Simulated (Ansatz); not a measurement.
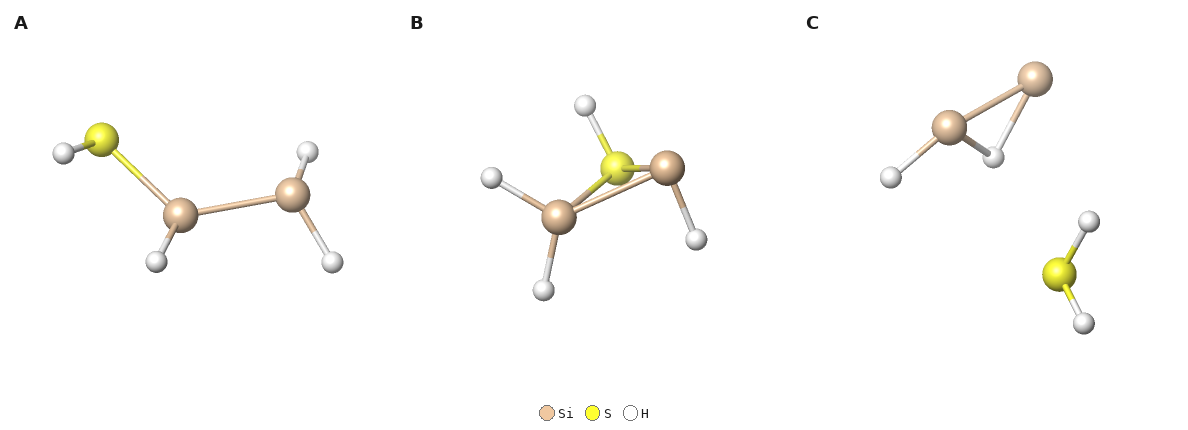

3 stationary structures of one formula. Geometries: PBE0-D4/def2-TZVP. Electronic energies: B3LYP-D4/def2-TZVPP (Ansatz 0.2.0), without zero-point energy. No frequency run is at hand to confirm each as a minimum. Each is one conformer, not always the lowest.

Question: Which is lowest in energy, and by how much?

Answer: B is lowest (C1); A lies 0.221 eV above it (C1), C lies 2.343 eV above it (C1).
